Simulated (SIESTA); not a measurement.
Band structure of ZnGe3 (Pm-3m, 4 atoms in the cell).

```xyz
4
Lattice="4.2224 0.0000 0.0000 0.0000 4.2224 0.0000 0.0000 0.0000 4.2224" Properties=species:S:1:pos:R:3 pbc="T T T"
Zn     0.0000     0.0000     0.0000
Ge     0.0000     2.1112     2.1112
Ge     2.1112     0.0000     2.1112
Ge     2.1112     2.1112     0.0000
```

Computed with GGA PBEsol, numerical atomic orbitals DZP, PseudoDojo PBEsol standard norm-conserving potentials (rewritten from UPF to PSML) (SIESTA).

Settings: XC.functional = GGA; XC.authors = PBEsol; potentials = PseudoDojo PBEsol standard; PAO.BasisSize = DZP; PAO.EnergyShift = 0.01 Ry; MeshCutoff = 350 Ry; kgrid.MonkhorstPack = 10 10 10; OccupationFunction = MP; OccupationMPOrder = 0; ElectronicTemperature = 136 meV; MaxSCFIterations = 150; SCF.Mixer.Method = Pulay; SCF.Mixer.Weight = 0.1; SCF.Mixer.History = 6.

The starting cell comes from a database of computed structures (which also holds hypothetical and non-ambient phases and stackings), without a prior relaxation at this level. Values carry the incompleteness of an atom-centred basis.

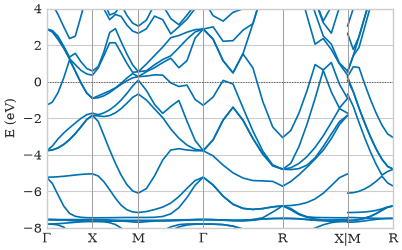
Figure. Bands along the path, energies from the Fermi level.

Levels in eV from the Fermi level, bands 28 to 33:
```csv
point,28,29,30,31,32,33
Γ,-3.78,-3.78,-3.78,-1.29,2.88,2.88
X,-1.84,-1.84,-1.72,-0.91,-0.91,0.35
M,-6.09,-0.68,0.08,0.27,0.27,0.54
R,-5.72,-4.79,-4.79,-4.79,-3.06,6.92
```

Bands cross the Fermi level along this path, so the cell is metallic at this level.

Higher empty bands are left out: an atom-centred basis made for the valence describes them poorly.
